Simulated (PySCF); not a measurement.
# C2H6OSeSi: the cost of one run

Computed with PySCF 2.14.0, with density-fitted response routines of our own, on a single molecule in the gas phase. Atoms count from 0, in the outputs and in this text.

**1. The starting structure**

11 atoms, charge 0, multiplicity 1; geometry from: GFN2-xTB. The atoms were then displaced at random by about 0.01 Å, so the start is not that level's minimum.

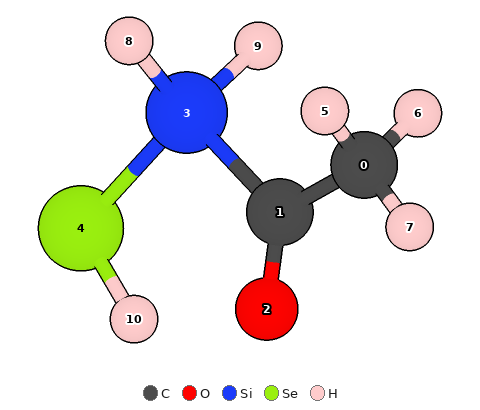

The starting geometry (carbon dark grey, oxygen red, silicon blue, selenium green, hydrogen pink), atoms numbered; sticks join atoms by distance.

**2. Geometry optimisation at PBE0-D3(BJ)/def2-SVP**

What the job is given:

```
{"job": {"xc": "PBE0", "basis": "def2-SVP", "d3": "d3bj", "grid": 1, "shake": 0.01, "kind": "geom"}, "charge": 0, "multiplicity": 1}
C     -1.583810     0.136280    -0.580340
C     -0.144000    -0.134500    -0.531880
O      0.429170    -0.724720    -1.413170
Si     0.857330     0.496230     1.026220
Se     2.903920    -0.219100     0.553190
H     -1.752560     1.244090    -0.540500
H     -2.076850    -0.275310     0.288450
H     -2.037420    -0.228360    -1.498360
H      0.720660     1.954840     1.125760
H      0.257730    -0.137720     2.231760
H      2.463950    -0.782760    -0.676800
```

Command:

```bash
$ OMP_NUM_THREADS=1 python probes_run.py task.json out
```

One launch serves the whole session: the jobs run in the order shown.

**Question.** How long does this first job take on 1 thread of AMD EPYC 9R45, shared host, and how much memory does it need?

About 24 s, with a peak of 0.51 GiB.
